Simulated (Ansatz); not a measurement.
System: HgH4Pt.

```
Hg H Pt
1.0
    -1.96439    3.40242    0.00000
     3.92877    0.00000    0.00000
     0.00000    0.00000  -13.67726
Hg H Pt
3 12 3
Direct
  0.00000 0.00000 0.98891
  0.33333 0.66667 0.65558
  0.66667 0.33333 0.32224
  0.49417 0.50583 0.85896
  0.82750 0.17250 0.52563
  0.16083 0.83917 0.19229
  0.49417 0.98834 0.85896
  0.82750 0.65500 0.52563
  0.16083 0.32167 0.19229
  0.01166 0.50583 0.85896
  0.34500 0.17250 0.52563
  0.67833 0.83917 0.19229
  0.00000 0.00000 0.73366
  0.33333 0.66667 0.40032
  0.66667 0.33333 0.06699
  0.66667 0.33333 0.78389
  0.00000 0.00000 0.45056
  0.33333 0.66667 0.11722
```

Space group R3m; a structure from a database of computed crystals, not necessarily the ambient phase; started from the NdCu4Pd-160 prototype, which need not be the ambient phase.

The calculation used DFT, r2SCAN+rVV10, plane waves, PAW (Ansatz 0.2.0).

Q: What will maps of the valence pseudo-density and electron localisation function show?

A: Pt–H (1.56 Å): the density is about 2.4 e/Å³ at the midpoint; the ELF climbs to about 1 towards the hydrogen.
Hg–H (2.51 Å): ρ is about 0.29 e/Å³ halfway; the ELF climbs to about 1 towards the hydrogen.

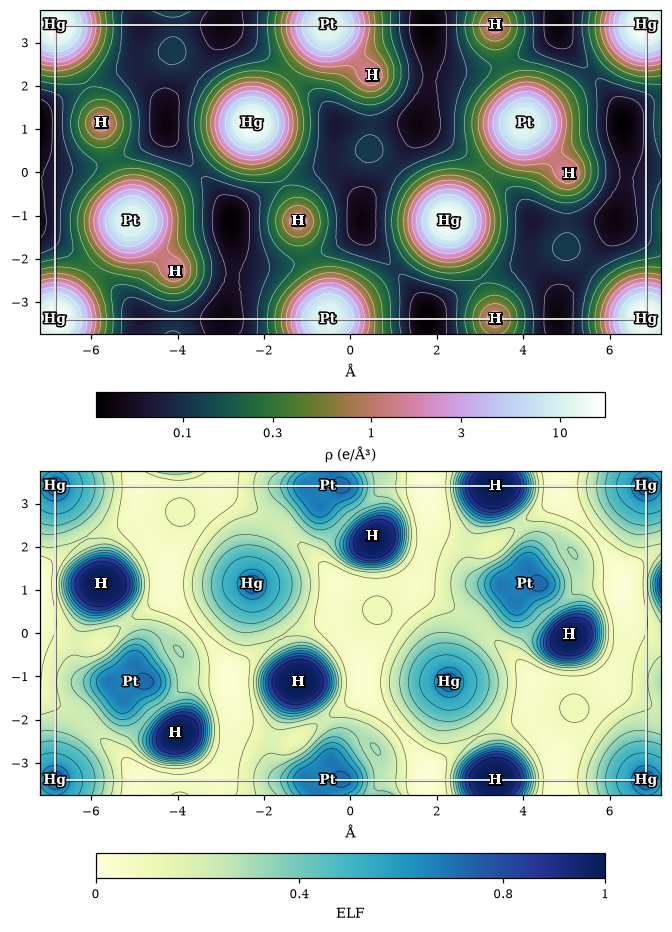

Computed valence pseudo-density and electron localisation function on the (110) plane of the conventional cell, in this order. 

In a PAW calculation such maps are meaningful between the atoms, not at the nuclei.
